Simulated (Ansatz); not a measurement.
# Ru: response to strain, part 2 of 2

Ru is deformed so: equal xy, yz and zx engineering shear strains of +1 %. What stress and forces result, by LAPW, PAW and all-electron datasets made for the crystal?

Ansatz 0.2.0; DFT PBEsol; a database cell (COD). «Crystal datasets» are all-electron PAW datasets made for this crystal. The steps go on from the part before.

### Step 5. Datasets made for this crystal

File input.yaml:

```yaml
crystal:
  lattice:
    - [2.7057993342, 0.0135289967, 0.0135289967]
    - [-1.3411832123, 2.3365264627, 0.0049519565]
    - [0.0214095, 0.0214095, 4.2819]
  atoms:
    - { symbol: Ru, position: [0.3333333333, 0.6666666667, 0.25] }
    - { symbol: Ru, position: [0.6666666667, 0.3333333333, 0.75] }
kpoints:
  mp_grid: { grid: [14, 14, 8] }
scf:
  occupations: { method: fermi_dirac, width: 0.03 }
hamiltonian:
  xc: pbesol
  pseudopotentials: { kind: all_electron, datasets: crystal }
output:
  forces: true
  stress: true
  eigenvalues: true
  efg: { contact_densities: true }
```

Command:

```console
$ ansatz run input.yaml --threads 1 --pin off --max-ram 3072MiB --backend cpu --events-out ev --progress --plain --runs-dir out
```

What it wrote:

```text
hamiltonian.pseudopotentials.datasets: crystal makes datasets for this crystal and solves the spheres of its atoms anew in each pass: cutoff 320.0 eV, the density's 1280.0 eV; for an error of 0.50 meV an atom under PBE, 1.0 meV for the cell; an energy difference from a run of another recipe may be off by several times the error for the cell, under r2SCAN by more, where some 0.1 meV an atom stays at smaller errors; Ru in spheres of 1.318 Å, 8 of its electrons in bands, 8 on its site; only band paths and densities of states list, in semicore columns, the levels of the semicore shells that are solved separately: 4s of Ru, 4p of Ru
band count auto-derived: 13 (N_el = 16.0; filled up to band 8; 12 by the electrons, moments and atoms)
Ru: output.efg is read without spin–orbit coupling, which moves field gradients at and beside such atoms by some per cent and up to a factor of two; PAW files take it under magnetization.noncollinear and magnetization.spin_orbit
Engine: ansatz 0.2.0
Pseudopotentials: kind: all_electron
Pseudopotential: Ru, paw, valence charge 16, recommended cutoff 320 eV (normal), Koelling and Harmon's equation, gaussian nucleus
Functional definition: PBEsol
  exchange = pbesol_x
  correlation = pbesol_c
Crystal: 2 atoms, lattice volume = 27.147 Å³
Basis set: ecut = 320 eV, 335 PW (Γ), exchange–correlation on 32×32×50 points (8 copies of the dense FFT grid, shifted against one another)
Bands: 13, of which v1, the nominal top of the filled ones, is band 8 counted from 1 (7 counted from 0)
Symmetry: 2 space group operations
Space group: P-1 (ITA 2), of the structure as read, at distance tolerance 3.0e-5 Å
k-points: 788 of 1568
Non-local potential: Ru, projectors of the file, l = 0: 1, l = 1: 1, l = 2: 2
PAW form: soft (Blöchl's): semilocal exchange-correlation on the pseudo side does not see the compensation charge
PAW one-centre angular grid: Ru, 590 points (default); XC on its mesh's 1865 points in the sphere
Initial density: superposition of atomic densities (neutral atoms: chi_scale 0, normalization atom)
Initial wavefunctions: pseudopotential atomic-orbital guess
Functional: x = pbesol(κ = 0.804, μ = 0.12345679012345678), c = pbesol(β = 0.046)
iter 1 solved again at ethr=3.66e-2 eV; its pass at ethr=1.00e-1 eV (dr2=5.85e0 eV) is discarded
SCF iter   1: F=—  HF=-246467.711412 eV  |F-HF|=—  |Δ(HF+E_count)|=         —  Δρ=1.55e-1  dr2=6.11e0  ethr=3.66e-2  ⟨swp⟩=2.0  Hψ=58014  notcnv=0
preconditioner: auto → none  [metal: Δε(μ)=0.001 eV  Ē_g=7.828 eV  σ=0.030 eV  W_gap=0.01  n_scr=2 (ndim 8)  ℏωp=28.5 eV  f_vac=0.000  D(μ)=2.10/eV (n_scr^D=22)  sad-step TF]
SCF iter   2: F=—  HF=-246466.597716 eV  |F-HF|=—  |Δ(HF+E_count)|=    1.11e0  Δρ=7.95e-2  dr2=1.65e0  ethr=3.66e-2  ⟨swp⟩=2.0  Hψ=20493  notcnv=0
iter 3 solved again at ethr=8.51e-4 eV; its pass at ethr=1.03e-2 eV (dr2=1.36e-1 eV) is discarded
SCF iter   3: F=—  HF=-246465.985693 eV  |F-HF|=—  |Δ(HF+E_count)|=   6.12e-1  Δρ=2.44e-2  dr2=1.39e-1  ethr=8.51e-4  ⟨swp⟩=2.4  Hψ=48045  notcnv=0  defer=66
SCF iter   4: F=—  HF=-246466.017136 eV  |F-HF|=—  |Δ(HF+E_count)|=   3.14e-2  Δρ=4.53e-3  dr2=4.81e-3  ethr=8.51e-4  ⟨swp⟩=3.0  Hψ=22169  notcnv=0  defer=12
SCF iter   5: F=—  HF=-246466.019212 eV  |F-HF|=—  |Δ(HF+E_count)|=   2.08e-3  Δρ=9.68e-4  dr2=2.22e-4  ethr=3.00e-5  ⟨swp⟩=3.1  Hψ=28031  notcnv=0  defer=76
SCF iter   6: F=—  HF=-246466.020164 eV  |F-HF|=—  |Δ(HF+E_count)|=   9.51e-4  Δρ=1.73e-4  dr2=1.49e-5  ethr=1.39e-6  ⟨swp⟩=2.7  Hψ=23504  notcnv=0  defer=24
SCF iter   7: F=—  HF=-246466.020170 eV  |F-HF|=—  |Δ(HF+E_count)|=   6.75e-6  Δρ=2.02e-4  dr2=3.63e-5  ethr=9.32e-8  ⟨swp⟩=3.0  Hψ=23105  notcnv=0  defer=5
SCF iter   8: F=—  HF=-246466.020160 eV  |F-HF|=—  |Δ(HF+E_count)|=   1.02e-5  Δρ=2.21e-5  dr2=7.49e-8  ethr=9.32e-8  ⟨swp⟩=3.0  Hψ=22983  notcnv=0  defer=3
SCF iter   9: F=-246466.020160 eV  HF=-246466.020160 eV  |F-HF|=1.14e-8  |Δ(HF+E_count)|=   1.68e-8  Δρ=7.45e-6  dr2=1.47e-8  ethr=4.68e-10  ⟨swp⟩=3.0  Hψ=22765  notcnv=0  defer=4
SCF 1 converged in 9 iterations: F = -246466.020167 eV  dr2 = 1.47e-8
  Residual-converged pass: ⟨swp⟩=2.4  Hψ=17076  notcnv=0  max |occ|·‖R‖ = 5.3e-6 eV (tolerance 5.3e-6 eV)  dr2=1.72e-8  dr2_onsite=6.68e-9  max |Δocc| = 1.3e-10
SCF converged after 9 iterations
Free energy (F): -246466.020167 eV
Harris-Foulkes:  -246466.020167 eV  (|F-HF|=1.14e-8)
Internal energy: -246466.013361 eV  (E = F + TS)
E sigma→0 (E₀):  -246466.016764 eV
Entropy (-TS):   -0.006806 eV (-3.403 meV/atom)
Past the cutoff: the bands carry plane waves up to 1.75 times it, of which those up to 1.5 times it add -0.000287 eV an atom, each by itself; the spheres take 0.000169 eV an atom off the energy for waves past 1.75 times it
By the cutoff:   a pressure is off by up to 0.007 GPa (1.2 times the spheres' own share and the shells' term, over an atom's volume, and 0.004 GPa: a bound that held against runs at twice the plane waves)
Past the cutoffs: a stress includes 0.0029 GPa for waves and charges beyond them, in addition to the slope of what the spheres take
In the spheres:  the bands' charges fall short by 7.2e-7 e at most (sound up to 1e-3), those of shells solved beside the bands by 3.0e-8 e (sound up to 5e-4)
Fermi energy:    25.613783 eV
--- Per-component energies (eV) ---
  The terms above E_closure are by the made datasets' own strengths, without shells solved beside the bands.
--- Forces (eV/Å), atoms counted from 1 ---
  atom   1  Ru    -0.04043778    -0.00060556     0.00454681
  atom   2  Ru     0.04043778     0.00060556    -0.00454681
  max |Σ_I F_I| component: 0.00e0 eV/Å
--- Stress (GPa, compression-positive) ---
       -5.485492      -1.920715      -1.933016
       -1.920715      -5.497257      -1.935879
       -1.933016      -1.935879      -7.557672
  P = ⅓ Tr σ = -6.1801 GPa (-61.801 kbar)
  It holds what live shells' own plane waves past their cutoff add
--- PAW observables at the nuclei: V_zz in 10²¹ V/m², potentials from the cell's mean, atoms counted from 1 ---
  atom   1  Ru V_zz =    -1.140243   η = 0.2209   by run symmetry: allowed
            electrostatic potential = -6803.603804 V   contact ρ = 718412.154570 e/Å³
  atom   2  Ru V_zz =    -1.140243   η = 0.2209   by run symmetry: allowed
            electrostatic potential = -6803.603804 V   contact ρ = 718412.154570 e/Å³
--- Band table (eV; the first three rows and the last of 788) ---
  k-point 0: bands = ["17.5652", "19.3848", "22.9298", "23.1149", "23.1871", "23.6245", "23.7905", "24.2222", "24.2574", "26.7988", "26.8449"]
  k-point 1: bands = ["17.7403", "19.4418", "22.8280", "23.0093", "23.1107", "23.5233", "23.6881", "24.4504", "24.4992", "26.2831", "26.8091"]
  k-point 2: bands = ["18.2328", "19.5818", "22.6820", "22.8664", "22.9126", "23.2757", "23.4380", "24.9710", "25.0140", "25.0356", "26.7709"]
  k-point 787: bands = ["19.5352", "19.5355", "21.0781", "21.0925", "24.5161", "24.5298", "26.0656", "26.0823", "27.3393", "27.3539", "29.0251"]
```

Wall time 46 s (1 thread of Intel Xeon 6975P-C (Granite Rapids), shared host); peak memory 1.4 GiB.

Result: pressure -6.18 GPa; no gap; largest force 0.041 eV/Å; Vzz Ru1 -1.14 (η = 0.22) (10²¹ V/m²).

### Step 6. Side by side

Stress (GPa, compression positive):

| method | xx | yy | zz | yz | xz | xy |
| --- | --- | --- | --- | --- | --- | --- |
| LAPW | -5.49 | -5.50 | -7.56 | -1.94 | -1.93 | -1.92 |
| PAW | -5.47 | -5.48 | -7.52 | -1.94 | -1.93 | -1.92 |
| crystal datasets | -5.49 | -5.50 | -7.56 | -1.94 | -1.93 | -1.92 |

Forces (eV/Å):

| atom | LAPW x | LAPW y | LAPW z | PAW x | PAW y | PAW z | crystal datasets x | crystal datasets y | crystal datasets z |
| --- | --- | --- | --- | --- | --- | --- | --- | --- | --- |
| Ru1 | -0.040 | -0.001 | 0.005 | -0.040 | -0.001 | 0.005 | -0.040 | -0.001 | 0.005 |
| Ru2 | 0.040 | 0.001 | -0.005 | 0.040 | 0.001 | -0.005 | 0.040 | 0.001 | -0.005 |

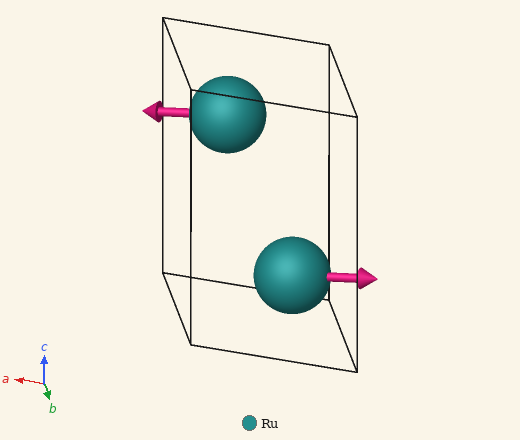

Forces of the LAPW run as arrows; the longest is 0.041 eV/Å.

| method | pressure (GPa) | largest force (eV/Å) | Vzz Ru1 (10²¹ V/m²) | SCF cycles, all passes |
| --- | --- | --- | --- | --- |
| LAPW | -6.18 | 0.041 | – | 9 |
| PAW | -6.16 | 0.041 | -1.02 | 6 |
| crystal datasets | -6.18 | 0.041 | -1.14 | 9 |

### Step 7. Summary of results

What follows sums up all 2 parts.

| quantity | value |
| --- | --- |
| pressure | LAPW -6.18, PAW -6.16, crystal datasets -6.18 GPa |
| largest shear or deviatoric stress (LAPW) | 1.94 GPa |

What this shows: The largest part of the stress beyond the pressure is 1.94 GPa in size; the atoms are carried along and not relaxed. No run of the undeformed cell stands beside it, so the pressure holds what the given cell had before the change. PAW: stress within 0.04 GPa of LAPW, forces within 1 meV/Å. Crystal datasets: stress within 0.01 GPa of LAPW, forces within 1 meV/Å.
